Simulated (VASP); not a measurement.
Energy against volume of SrTiO3 (cubic perovskite). All values below come from optB88-vdW, VASP's PBE PAW potentials (set 64) (plane waves; VASP).

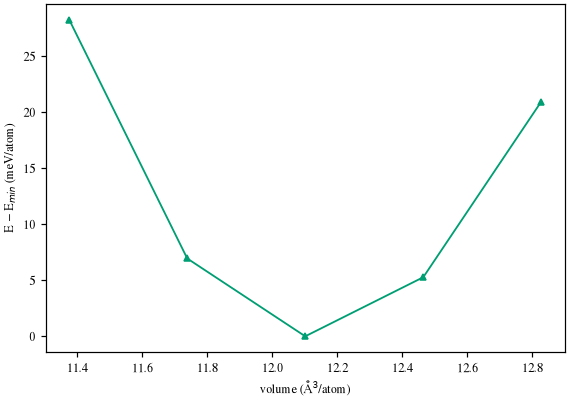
Figure: Energy against volume

Q: Estimate the equilibrium volume and the bulk modulus.

A: The minimum lies near 12.1 Å³/atom, and the curvature gives B0 of about 180 GPa.

Measured: a 3.890 Å at 0 K (computed value off by +1.0 %), as given by D. I. Bilc et al., Physical Review B (2008), arXiv:0805.0753 [cubic phase extrapolated to 0 K].

The compound is SrTiO3 in the cubic perovskite structure, the ideal cubic form; the compound distorts at low or room temperature. It was relaxed first.
